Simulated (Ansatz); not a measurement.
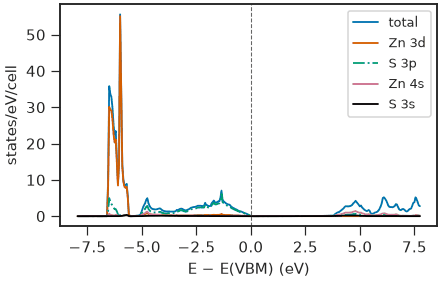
Figure. Total and projected density of states of ZnS (wurtzite, space group No. 186), DFT-r²SCAN in the program Ansatz with PAW potentials

Which orbitals carry the states next to the gap?

Top 1 eV of the valence band: S 3p 87 %, Zn 3d 9 %. Bottom 1 eV of the conduction band: Zn 4s 58 %, S 3s 27 %, S 3p 12 %. Projections are on Löwdin-orthogonalised atomic valence shells; empty p or d shells of many metals are not among them.

Where is the tallest occupied peak in this window, and what makes it?

Near -6.0 eV, about 56 states/eV per cell; the largest projected share is Zn 3d.

Space group P6_3mc (wurtzite). The cell was relaxed with r²SCAN under the symmetry of its start.

Potentials: the later of the program's two PAW sets.
